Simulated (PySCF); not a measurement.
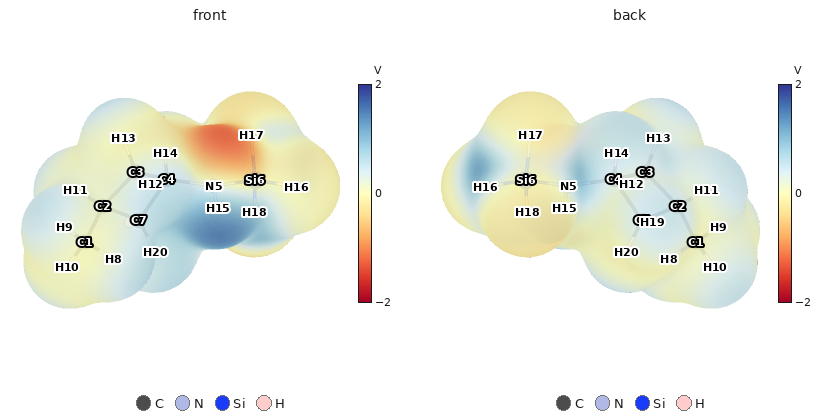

Figure 1: C$_{5}$H$_{13}$NSi. The molecular electrostatic potential painted on the density surface at 0.002 e/bohr³, seen from the front and from behind; red is negative and blue positive.

Geometry: GFN2-xTB.

The calculation used PBE0/pcSseg-1, SCF density, gas phase, non-relativistic in PySCF.

```tsv
atom	x (Å)	y (Å)	z (Å)
C	-2.6299	0.4555	-0.8843
C	-1.6488	-0.2972	-0.0044
C	-0.5693	-1.1278	-0.7235
C	0.5031	-0.5006	0.1886
N	1.6922	-0.0244	-0.4499
Si	3.1590	0.3032	0.3829
C	-0.5409	0.5351	0.6671
H	-2.0995	1.0574	-1.6195
H	-3.2779	-0.2408	-1.4127
H	-3.2508	1.1165	-0.2828
H	-2.1948	-0.8976	0.7261
H	-0.4414	-0.8304	-1.7633
H	-0.6708	-2.2095	-0.6765
H	0.8043	-1.1722	0.9941
H	1.4739	0.5414	-1.2574
H	4.0976	0.6634	-0.6769
H	3.5164	-0.9348	1.0761
H	3.0928	1.3897	1.3748
H	-0.6203	0.6811	1.7421
H	-0.4000	1.5025	0.1868
```

Question: Where is the surface potential most negative and most positive?

Answer: The most negative region (about −1.2 V, or −28 kcal/mol for a unit charge) lies over N5, the most positive (about +1.5 V, or +35 kcal/mol for a unit charge) over H15. N5 is the likeliest acceptor of a hydrogen bond.

Question: How polar is the molecule by this calculation?

Answer: Its dipole moment is 1.03 D.
